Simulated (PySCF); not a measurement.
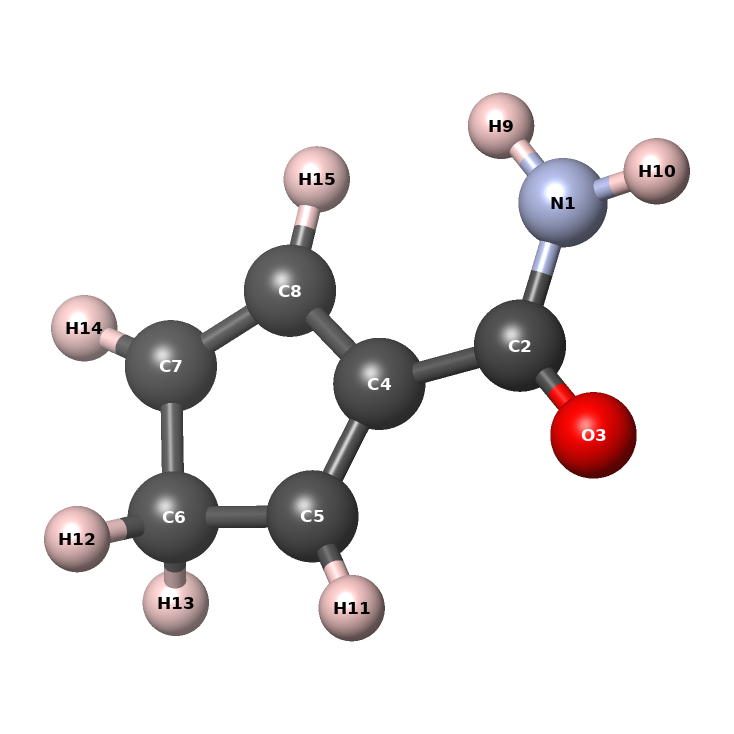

Computed geometry: GFN2-xTB optimisation. No frequency run is at hand to confirm it as a minimum. Method: B3LYP/pcJ-1 indirect spin-spin coupling, non-relativistic, gas phase (PySCF 2.14.0). Isotopes: 13C, 1H, 15N, 17O.

Give the spin–spin coupling constants of these pairs, with the number of bonds between them: N1/C2, N1/H9, N1/H10, N1/O3, N1/C4, N1/C8, N1/C5.

| pair | bonds apart | J (Hz) |
| --- | --- | --- |
| N1, C2 | 1 | −17.9 |
| N1, H9 | 1 | −93.8 |
| N1, H10 | 1 | −96.8 |
| N1, O3 | 2 | 0.9 |
| N1, C4 | 2 | −11.2 |
| N1, C8 | 3 | 0.8 |
| N1, C5 | 3 | −1.4 |
